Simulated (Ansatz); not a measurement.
The starting structures come from a database of crystals and need not be the phases stable at ambient conditions.

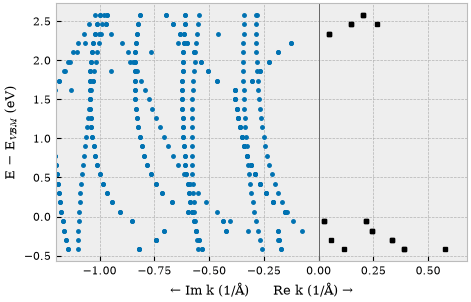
Fig. 1. Complex bands at the centre of the two-dimensional zone; PBEsol run with Ansatz (an electronic-structure program)

The gap is the functional's own. No spin-orbit coupling. Mid-gap values are interpolated on the energy grid.

Task: This is CaTiO₃ (I4/mcm, not sure to be the ambient phase, 10 atoms a cell, 11.2 Å³ an atom, -3 GPa at this level) along the normal of (001). Read off the slowest decay at the centre of the two-dimensional zone at 1.14 eV, the computed energy nearest the middle of the gap.

Result: κ ≈ 0.26 1/Å, a decay length 1/(2κ) of the density of 1.9 Å.
